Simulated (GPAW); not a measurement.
# Core-hole calculation of the Al K edge in Al (Aluminum, Fm-3m)

How does the Al K edge of Al (Aluminum, Fm-3m) move when the bonds are compressed or stretched?

Calculated with GPAW 26.7.0; X-ray absorption from dipole matrix elements to empty bands, plane-wave PAW PBE.

### 1. The structure

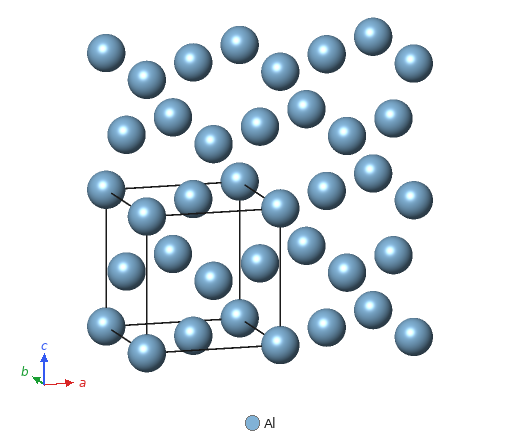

The starting structure, seen slightly off an axis (aluminium light blue). 2×1×2 cells are drawn. This picture shows the conventional cell, with its axes. Some periodic images of atoms are drawn too.

### 2. The field without a hole

A plain self-consistent run shows whether there is a gap, which decides the set-up of the core-hole run.

File scf.py:

```python
import numpy as np
from ase import Atoms
from ase.parallel import parprint, paropen
from gpaw import GPAW, PW, FermiDirac, Mixer, MixerDif, setup_paths
from gpaw.test import gen
setup_paths.insert(0, '.')
gen('Al', name='nch1s', xcname='PBE', corehole=(1, 0, 0), write_xml=True)
from gpaw.mpi import world
world.barrier()

atoms = Atoms('Al',
    cell=[[0, 2.024805, 2.024805],
     [2.024805, 0, 2.024805],
     [2.024805, 2.024805, 0]],
    scaled_positions=[[0, 0, 0]],
    pbc=True)
atoms.calc = calc = GPAW(legacy_gpaw=True, mode=PW(430, force_complex_dtype=True), xc='PBE', setups={0: 'nch1s'},
    kpts={'size': (10, 10, 10), 'gamma': True}, occupations=FermiDirac(0.05),
    charge=0, mixer=Mixer(0.1, 5, 50), maxiter=150,
    convergence={'density': 0.0001, 'eigenstates': 1e-6}, txt='scf.txt')
energy = atoms.get_potential_energy() + calc.get_reference_energy()
ef = calc.get_fermi_level()
out = dict(energy=energy, fermi=ef, forces=atoms.get_forces().tolist())
parprint(f'all-electron energy {energy:.4f} eV, Fermi level {ef:.4f} eV')
ev = np.array([[calc.get_eigenvalues(k, s) for k in range(len(calc.get_ibz_k_points()))] for s in range(calc.get_number_of_spins())])
out['homo'], out['lumo'], out['counts'] = ev[ev < ef].max(), ev[ev > ef].min(), sorted(set((ev < ef).sum((0, 2)).tolist()))
out['filled'] = (ev[:, 0] < ef).sum(1).tolist()
import json
with paropen('out.json', 'w') as f:
    json.dump(out, f)
```

Command:

```bash
OMP_NUM_THREADS=1 mpirun -n 4 gpaw python scf.py
```

Numbers of over 12 decimals in the logs are rounded to 6 here.

Log:

```text
Input parameters:
  convergence: {density: 0.0001,
                eigenstates: 1e-06}
  kpts: {gamma: True,
         size: (10, 10, 10)}
  maxiter: 150
  mixer: {backend: pulay,
          beta: 0.1,
          method: separate,
          nmaxold: 5,
          weight: 50}
  mode: {ecut: 430.0,
         force_complex_dtype: True,
         name: pw}
  occupations: {fixmagmom: False,
                name: fermi-dirac,
                width: 0.05}
  setups: {0: nch1s}
  xc: PBE

Initialize ...

[... PAW data sets ...]

Reference energy: -6603.423480  # eV

Spin-paired calculation

[... convergence settings ...]
Symmetries present (total): 48
  [... symmetry matrices ...]

1000 k-points: 10 x 10 x 10 Monkhorst-Pack grid + [1/20,1/20,1/20]
47 k-points in the irreducible part of the Brillouin zone
       k-points in crystal coordinates                weights
   0:     0.00000000    0.00000000    0.00000000          1/1000
   1:     0.10000000    0.10000000    0.00000000          6/1000
   2:     0.10000000    0.10000000    0.10000000          8/1000
   3:     0.20000000    0.10000000    0.10000000         12/1000
   4:     0.20000000    0.20000000    0.00000000          6/1000
   5:     0.20000000    0.20000000    0.10000000         24/1000
   6:     0.20000000    0.20000000    0.20000000          8/1000
   7:     0.30000000    0.20000000    0.10000000         24/1000
   8:     0.30000000    0.20000000    0.20000000         24/1000
   9:     0.30000000    0.30000000    0.00000000          6/1000
          ...
  46:     0.50000000    0.50000000    0.50000000          4/1000

Wave functions: Plane wave expansion
  Cutoff energy: 430.000 eV
  Number of coefficients (min, max): 327, 344
  Pulay-stress correction: 0.000000 eV/Ang^3 (de/decut=0.000000)
  Using FFTW library
  Wavefunction extrapolation:
    Improved wavefunction reuse through dual PAW basis

Occupation numbers: Fermi-Dirac:
  width: 0.0500  # eV

Eigensolver
   Davidson(niter=2)

Densities:
  Coarse grid: 14*14*14 grid
  Fine grid: 28*28*28 grid
  Total Charge: 0.000000

Density mixing:
  Method: separate
  Backend: pulay
  Linear mixing parameter: 0.1
  old densities: 5
  Width of damping distribution: 1.1
  Damping of long wavelength oscillations: 50

[... Hamiltonian set-up ...]
Number of atoms: 1
Number of atomic orbitals: 4
Number of bands in calculation: 4
Number of valence electrons: 3
Bands to converge: occupied

... initialized

Initializing position-dependent things.

Density initialized from atomic densities
Creating initial wave functions:
  4 bands from LCAO basis set

       Al

Atomic positions and initial magnetic moments

Positions:
   0 Al     0.000000    0.000000    0.000000    ( 0.0000,  0.0000,  0.0000)

Unit cell:
           periodic     x           y           z      points  spacing
  1. axis:    yes    0.000000    2.024805    2.024805    14     0.1670
  2. axis:    yes    2.024805    0.000000    2.024805    14     0.1670
  3. axis:    yes    2.024805    2.024805    0.000000    14     0.1670

  Lengths:   2.863507   2.863507   2.863507
  Angles:   60.000000  60.000000  60.000000

Effective grid spacing dv^(1/3) = 0.1822

iter:   1    -3.715772
iter:   2    -3.716892   -2.63  -0.93
iter:   3    -3.717417   -2.80  -0.97
iter:   4    -3.716613c  -4.59  -1.51
iter:   5    -3.716783c  -4.76  -2.16
iter:   6    -3.716750c  -5.92  -2.27
iter:   7    -3.716751c  -6.47c -3.08
iter:   8    -3.716750c  -7.55c -3.31
iter:   9    -3.716750c  -9.41c -4.88c

Converged after 9 iterations.

Dipole moment: (-0.000000, -0.000000, -0.000000) |e|*Ang

Energy contributions relative to reference atoms: (reference = -6603.423480)

Kinetic:         +3.424825
Potential:       -1.551792
External:        +0.000000
XC:              -5.580059
Entropy (-ST):   -0.007304
Local:           -0.006073
SIC:             +0.000000
--------------------------
Free energy:     -3.720402
Extrapolated:    -3.716750

Showing only first 2 kpts
 Kpt  Band  Eigenvalues  Occupancy
  0     0     -3.99557    2.00000
  0     1     21.13897    0.00000
  0     2     21.13897    0.00000

  1     0     -3.63479    2.00000
  1     1     17.55870    0.00000
  1     2     17.55870    0.00000

Fermi level: 7.23208

No gap
No difference between direct/indirect transitions

Forces in eV/Ang:
  0 Al    0.00000    0.00000    0.00000
Scalar-relativistic atomic PBE calculation for Al (Aluminium, Z=13)
Core hole in 1s state (1s occupation: 2.0)
450 radial gridpoints.
|------------------------------------------------|
|------------------------------------------------|
[... the atom generator's iteration count ...]

Energy contributions:
-------------------------
Kinetic:     +243.092050
XC:           -18.430760
Potential:   -467.332630
-------------------------
Total:       -242.671339

state      eigenvalue         ekin         rmax
-----------------------------------------------
1s^2.0 :   -55.527259    79.629143        0.078
2s^2.0 :    -3.974690    10.786763        0.497
2p^6.0 :    -2.559317     9.907530        0.429
3s^2.0 :    -0.284901     1.088737        2.087
3p^1.0 :    -0.099662     0.637585        2.639
-----------------------------------------------
(units: Bohr and Hartree)

Generating PAW setup
Kinetic energy of the core from tauc = 240.725374
Cutoffs:
rc(s)=2.050
rc(p)=2.050
rc(d)=2.050
rc(vbar)=1.845
rc(comp)=2.050
rc(nct)=2.050

Kinetic energy of the core states: 240.276991
Charge: 0.0
Core electrons: 10.0
Valence electrons: 3.0
Pseudo-core charge: 0.382292
Shape function alpha=2.380
Pseudo-electron charge 3.476789
state    eigenvalue         norm
--------------------------------
3s(2) :    -0.284901     1.047805
*s    :     0.715099
3p(1) :    -0.099662     0.998886
*p    :     0.900338
*d    :     0.000000
--------------------------------

Diagonalizing with gridspacing h=0.050

state   all-electron     PAW
-------------------------------
3s:      -0.284901    -0.284982
3p:      -0.099662    -0.099717
*d:                    0.026616
*f:                    0.063447
-------------------------------
all-electron energy -6607.1402 eV, Fermi level 7.2321 eV
```

The job ended after 3.4 s (4 MPI ranks of Arm Neoverse V1, shared host; peak memory 0.15 GiB; 13 s of CPU time).

The mesh shows no gap, so the system is treated as a metal and the core electron is put at the Fermi level (neutral cell).

### 3. Supercell without a hole, the energy reference

The photon energy needs a difference of total energies, so the cell and mesh of the coming hole run are first run without a hole.

scf.py, as its differences from that of step 2:

```diff
@@ -10,10 +10,17 @@
 
-atoms = Atoms('Al',
-    cell=[[0, 2.024805, 2.024805],
-     [2.024805, 0, 2.024805],
-     [2.024805, 2.024805, 0]],
-    scaled_positions=[[0, 0, 0]],
+atoms = Atoms('Al8',
+    cell=[[0, 4.04961, 4.04961],
+     [4.04961, 0, 4.04961],
+     [4.04961, 4.04961, 0]],
+    scaled_positions=[[0, 0, 0],
+     [0, 0, 0.5],
+     [0, 0.5, 0],
+     [0.5, 0, 0],
+     [0, 0.5, 0.5],
+     [0.5, 0, 0.5],
+     [0.5, 0.5, 0],
+     [0.5, 0.5, 0.5]],
     pbc=True)
 atoms.calc = calc = GPAW(legacy_gpaw=True, mode=PW(430, force_complex_dtype=True), xc='PBE', setups={0: 'nch1s'},
-    kpts={'size': (10, 10, 10), 'gamma': True}, occupations=FermiDirac(0.05),
+    kpts={'size': (5, 5, 5), 'gamma': True}, occupations=FermiDirac(0.1),
     charge=0, mixer=Mixer(0.1, 5, 50), maxiter=150,
```

Log:

```text
Input parameters:
  convergence: {density: 0.0001,
                eigenstates: 1e-06}
  kpts: {gamma: True,
         size: (5, 5, 5)}
  maxiter: 150
  mixer: {backend: pulay,
          beta: 0.1,
          method: separate,
          nmaxold: 5,
          weight: 50}
  mode: {ecut: 430.0,
         force_complex_dtype: True,
         name: pw}
  occupations: {fixmagmom: False,
                name: fermi-dirac,
[...]
--------------------------------
3s(2) :    -0.284901     1.047805
*s    :     0.715099
3p(1) :    -0.099662     0.998886
*p    :     0.900338
*d    :     0.000000
--------------------------------

Diagonalizing with gridspacing h=0.050

state   all-electron     PAW
-------------------------------
3s:      -0.284901    -0.284982
3p:      -0.099662    -0.099717
*d:                    0.026616
*f:                    0.063447
-------------------------------
all-electron energy -52857.1394 eV, Fermi level 7.2157 eV
[key lines of the parts left out:]
Converged after 9 iterations.
Dipole moment: (-0.000000, -0.000000, -0.000000) |e|*Ang
Free energy:    -29.834930
Fermi level: 7.21567
```

Wall time 6 s (4 MPI ranks); peak memory 0.19 GiB; 24 s of CPU time.

Reference energy: -52857.139 eV with the cores included.

(Part 1 of 3 ends here.)

[Banner, clock and machine lines of the logs are left out without a mark of their own.]

[Logs are printed without paths, hosts, clocks, repeated set-up lines and the standing remarks that a program may print on its own settings, such as how far it seeks lower states.]

[Hosts, paths, dates, database ids (printed as entryN), source tags and the programs' standing remarks are cut or masked in the printed files.]

[Lists of maxima count a maximum above −3 eV only where it reaches 4 % of the highest in the window and stands out from its surroundings by 2 % of it (1.5 % where it reaches 55 %); shoulders and weaker maxima are passed over, and of the rest the first, up to two pre-edge ones and the few strongest are named.]
